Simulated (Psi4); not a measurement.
# CH4AlIn (SMILES [CH2]1[AlH][InH]1), step by step

Wanted: a structure relaxation (singlet CH4AlIn, PBE0/def2-TZVPD), then the energy (doublet CH4AlIn+, UPBE0/def2-TZVPD), then a structure relaxation (doublet CH4AlIn+, UPBE0/def2-TZVPD) of CH4AlIn. 

Program for the calculation: Psi4 1.11.

**1. The structure to begin with**

The species is CH4AlIn (7 atoms), meant as a singlet with charge 0. SMILES: `[CH2]1[AlH][InH]1`. The coordinates come from a PBE0-D4/def2-TZVP relaxation. The run starts from this shape.

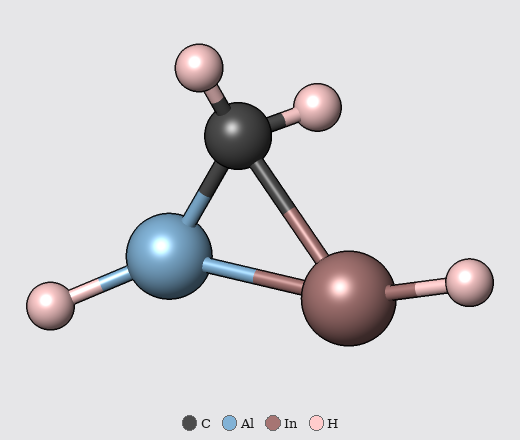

Viewed from a chosen angle; carbon dark grey, aluminium light blue, indium brown, hydrogen pink.

**2. A geometry optimisation at PBE0/def2-TZVPD (density fitting, core potential) (run 1)**

The input, calc.in:

```
memory 1.6 GB

molecule {
  0 1
  C     -0.613000     0.132400    -0.657400
  Al    -0.455200     0.915100     1.037900
  In     1.229300    -0.924400     0.544100
  H     -0.896900    -0.927600    -0.754800
  H     -0.866200     0.635300    -1.593000
  H     -0.487600     2.358400     1.689000
  H      2.089500    -2.189200    -0.265800
  symmetry c1
}

set {
  basis def2-TZVPD
}

result = optimize('pbe0')
```

The run is started by

```
$ psi4 -i calc.in -o calc.out -n 1
```

calc.out:

```text
[...]
    !!!  WARNING: ECP capability is in beta. Please check occupations closely.  !!!
[...]
  Running in c1 symmetry.
[...]
  Nuclear repulsion =  142.991862818246489
[...]
  Multiplicity = 1
[...]
  Nalpha       = 22
  Nbeta        = 22
[...]
    Number of basis functions: 172
[...]
   @DF-RKS iter   1:  -472.20025156751950   -4.60251e-01   6.47071e-03 ADIIS/DIIS
[...]
    !!!  WARNING: ECP capability is in beta. Please check occupations closely.  !!!
[...]
    !!!  WARNING: ECP capability is in beta. Please check occupations closely.  !!!
[...]
   @DF-RKS iter   7:  -472.86018105952627   -2.55795e-12   3.39458e-09 DIIS
[...]
  @DF-RKS Final Energy:  -472.86018105952627
   => Energetics <=
    Nuclear Repulsion Energy =            142.9808027577596192
    One-Electron Energy =               -1010.7201047777405165
    Two-Electron Energy =                 426.8487634536642759
    DFT Exchange-Correlation Energy =     -31.9696424932096583
    Empirical Dispersion Energy =           0.0000000000000000
    VV10 Nonlocal Energy =                  0.0000000000000000
    Total Energy =                       -472.8601810595262691
[...]
 Multipole Moments:
 ------------------------------------------------------------------------------------
     Multipole            Electronic (a.u.)      Nuclear  (a.u.)        Total (a.u.)
 ------------------------------------------------------------------------------------
 L = 1.  Multiply by 2.5417464519 to convert [e a0] to [Debye]
 Dipole X            :         33.7610948          -33.5937698            0.1673250
 Dipole Y            :        -29.3036243           29.2251640           -0.0784603
 Dipole Z            :          5.3325365           -5.1164896            0.2160469
 Magnitude           :                                                    0.2843060
[...]
  -Total Gradient:
     Atom            X                  Y                   Z
    ------   -----------------  -----------------  -----------------
       1       -0.000038391828     0.000053177994    -0.000079586229
       2       -0.000057694143    -0.000084211769    -0.000043852135
       3        0.000061185663     0.000019245589     0.000159963763
       4        0.000040215405     0.000004801397    -0.000004477335
       5       -0.000034973222     0.000029385877     0.000025390224
       6        0.000051117881     0.000014574825    -0.000017867236
       7       -0.000012381092    -0.000007167134    -0.000056106498
[...]
```

The script printed:

```text
Optimizer: Optimization complete!
```

It took 52 s on 1 thread of AMD EPYC 7R43 (Zen 3), shared host; peak memory 1 GiB.

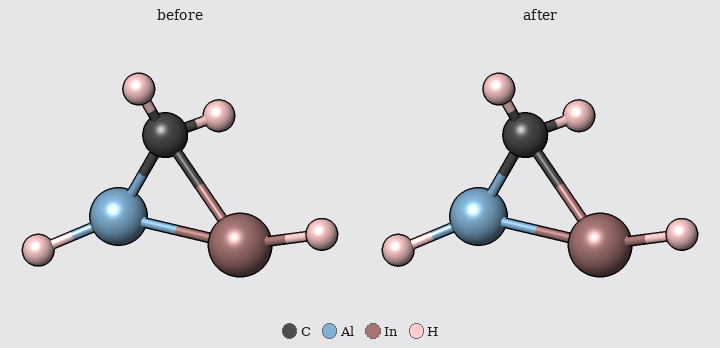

Before and after, at one scale.

After the run. Bond lengths: C1–Al2 1.874 Å, Al2–In3 2.543 Å, C1–H4 1.102 Å, C1–H5 1.092 Å, Al2–H6 1.584 Å, In3–H7 1.731 Å. Angles: C1–Al2–In3 65.0°, C1–Al2–H6 138.7°, In3–Al2–H6 138.9°, Al2–C1–H4 120.2°, Al2–C1–H5 127.0°, Al2–In3–H7 161.6°, H4–C1–H5 107.9°.

**3. The doublet cation: the energy at UPBE0/def2-TZVPD (density fitting, core potential) (run 2)**

The input, job.inp:

```
memory 1.6 GB

molecule system {
  1 2
  C
  Al 1 R2
  In 1 R3 2 A3
  H 1 R4 2 A4 3 D4
  H 1 R5 4 A5 3 D5
  H 2 R6 1 A6 5 D6
  H 3 R7 1 A7 5 D7

  R2 = 1.874387
  R3 = 2.4396
  A3 = 70.86232
  R4 = 1.101595
  A4 = 120.2472
  D4 = 65.09228
  R5 = 1.092034
  A5 = 107.89737
  D5 = 142.3338
  R6 = 1.584156
  A6 = 138.70882
  D6 = -5.77964
  R7 = 1.731418
  A7 = 117.5002
  D7 = -53.80963
  symmetry c1
}

set {
  basis def2-TZVPD
  reference uks
}

E, wfn = energy('pbe0', return_wfn=True)
```

The run is started by

```
$ psi4 -n 1 job.inp job.out
```

job.out:

```text
[...]
    !!!  WARNING: ECP capability is in beta. Please check occupations closely.  !!!
[...]
  Running in c1 symmetry.
[...]
  Nuclear repulsion =  142.980808902934996
[...]
  Multiplicity = 2
[...]
  Nalpha       = 22
  Nbeta        = 21
[...]
    Number of basis functions: 172
[...]
   @DF-UKS iter   1:  -472.03238492534808   -3.20814e-01   5.92319e-03 DIIS/ADIIS
[...]
   @DF-UKS iter  13:  -472.58764487685971   -1.65476e-07   3.13268e-07 DIIS
[...]
   @S^2 Observed:                7.722382668E-01
[...]
    Orbital Energies [Eh]
    ---------------------
    Alpha Occupied:
       1A    -56.355860     2A    -10.434348     3A     -4.927919
       4A     -4.387782     5A     -3.325819     6A     -3.322810
       7A     -3.314495     8A     -2.921672     9A     -2.917460
      10A     -2.912091    11A     -0.998889    12A     -0.995032
      13A     -0.992159    14A     -0.989135    15A     -0.987341
      16A     -0.895622    17A     -0.657581    18A     -0.618550
      19A     -0.571822    20A     -0.532057    21A     -0.469244
      22A     -0.438201
    Alpha Virtual:
      23A     -0.274329    24A     -0.235479    25A     -0.192696
[...]
  @DF-UKS Final Energy:  -472.58764487685971
   => Energetics <=
    Nuclear Repulsion Energy =            142.9808089029349958
    One-Electron Energy =               -1001.3204690319957990
    Two-Electron Energy =                 417.5521124095695882
    DFT Exchange-Correlation Energy =     -31.8000971573685227
    Empirical Dispersion Energy =           0.0000000000000000
    VV10 Nonlocal Energy =                  0.0000000000000000
    Total Energy =                       -472.5876448768597129
[...]
 Multipole Moments:
 ------------------------------------------------------------------------------------
     Multipole            Electronic (a.u.)      Nuclear  (a.u.)        Total (a.u.)
 ------------------------------------------------------------------------------------
 L = 1.  Multiply by 2.5417464519 to convert [e a0] to [Debye]
 Dipole X            :          0.8056642           -0.5028991            0.3027652
 Dipole Y            :         43.4810323          -44.5638996           -1.0828673
 Dipole Z            :         -4.3707183            4.7577945            0.3870762
 Magnitude           :                                                    1.1891578
[...]
```

It took 32 s on 1 thread of AMD EPYC 7R43 (Zen 3), shared host; peak memory 0.96 GiB.

**4. The doublet cation: a geometry optimisation at UPBE0/def2-TZVPD (density fitting) (run 3)**

The input, job.in:

```
memory 1600 MB

molecule m {
  1 2
  C     -0.612788     0.132150    -0.657018
  Al    -0.454867     0.915648     1.038423
  In     1.229194    -0.924494     0.543920
  H     -0.896865    -0.927737    -0.754239
  H     -0.865645     0.634585    -1.593053
  H     -0.488019     2.359039     1.690400
  H      2.089999    -2.189941    -0.265689
  symmetry c1
}

set {
  reference uks
  geom_maxiter 50
}

optimize("pbe0/def2-TZVPD")
```

The run is started by

```
$ psi4 job.in job.out -n 1
```

job.out:

```text
Psi4 1.11 release

gradient() will perform analytic gradient computation.

   => Loading Basis Set <=

    Name: DEF2-TZVPD
    Role: ORBITAL
    Keyword: BASIS

    !!!  WARNING: ECP capability is in beta. Please check occupations closely.  !!!

         ---------------------------------------------------------
                                   SCF
                              UKS Reference
                        1 Threads,   1525 MiB Core
         ---------------------------------------------------------

  ==> Geometry <==

    Molecular point group: c1
    Full point group: C1

    Geometry (in Angstrom), charge = 1, multiplicity = 2:

[... 156 lines left out ...]
   @DF-UKS iter   2:  -470.67071423885443    1.37513e+00   8.73103e-03 ADIIS/DIIS
[... 7 lines left out ...]
   @DF-UKS iter  10:  -472.58763737240690   -4.48393e-05   7.91440e-06 DIIS
[... 7 lines left out ...]
  Energy and wave function converged.
[... 66 lines left out ...]
    Nuclear Repulsion Energy =            142.9808072339068019
[... 58 lines left out ...]
  @DF-UKS Final Energy:  -472.61005096807742
[... 33 lines left out ...]
 Dipole X            :         31.5917046          -32.3131394           -0.7214348
[... 183 lines left out ...]
    Weights Tolerance      =       1.00E-15
[... 1 line left out ...]
  ==> MemDFJK: Density-Fitted J/K Matrices <==

    J tasked:                   Yes
    K tasked:                   Yes
    wK tasked:                   No
    Memory [MiB]:               503
    Algorithm:                 Core
    Schwarz Cutoff:           1E-12
    Mask sparsity (%):       1.2372
    Fitting Condition:        1E-10

   => Auxiliary Basis Set <=

  Basis Set: (DEF2-TZVPD AUX)
    Blend: DEF2-UNIVERSAL-JKFIT
    Number of shells: 133
    Number of basis functions: 493
    Number of Cartesian functions: 633
    Spherical Harmonics?: true
    Max angular momentum: 5

  Cached 100.0% of DFT collocation blocks in 0.626 [GiB].

  Minimum eigenvalue in the overlap matrix is 3.9798105629E-05.
  Reciprocal condition number of the overlap matrix is 4.1524222190E-06.
    Using symmetric orthogonalization.

  ==> Iterations <==

                           Total Energy        Delta E     RMS |[F,P]|

   @DF-UKS iter   0:  -472.59842881500680   -4.72598e+02   6.88443e-04

[set-up sections that repeat, and orbital energies of the middle runs, are left out above]
```

It took 18 min on 1 thread of AMD EPYC 7R43 (Zen 3), shared host.

The run was cut off at its time limit.

**5. What came out**

| quantity | value |
| --- | --- |
| run 1, PBE0/def2-TZVPD: total energy at the end | -472.86018 Eh |
| run 1, PBE0/def2-TZVPD: dipole moment | 0.72 D |
| run 1, PBE0/def2-TZVPD: HOMO energy | -5.72 eV |
| run 1, PBE0/def2-TZVPD: LUMO energy | -2.18 eV |
| run 1, PBE0/def2-TZVPD: HOMO–LUMO gap | 3.53 eV |
| doublet cation, run 2: total energy | -472.58764 Eh |
| doublet cation, run 2: HOMO energy (highest over α and β) | -11.92 eV |
| doublet cation, run 2: LUMO energy (lowest over α and β) | -9.11 eV |
| doublet cation, run 2: ⟨S²⟩ | 0.772 |
| doublet cation, run 3 | no result (timeout) |

The optimisation (run 1, PBE0/def2-TZVPD) took 2 steps and changed the energy by -0.000 eV. 1 of the 3 runs did not end normally.
